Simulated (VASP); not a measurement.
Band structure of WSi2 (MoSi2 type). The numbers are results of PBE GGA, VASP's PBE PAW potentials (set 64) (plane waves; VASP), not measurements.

Unless said otherwise, spin-orbit coupling is left out, though it shifts the bands of the heavy elements here.

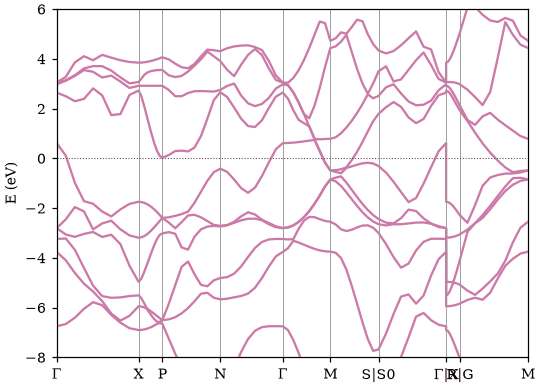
*Bands along high-symmetry lines, zero at the valence-band maximum or, without a gap, the Fermi level*

Task: Read the plot: is there a gap, and where are the band edges?

Result: It has no gap at this level: it comes out as a metal or semimetal. (Edges off the drawn lines would not show.)

The compound is WSi2 in the MoSi2 type structure. It was relaxed first.
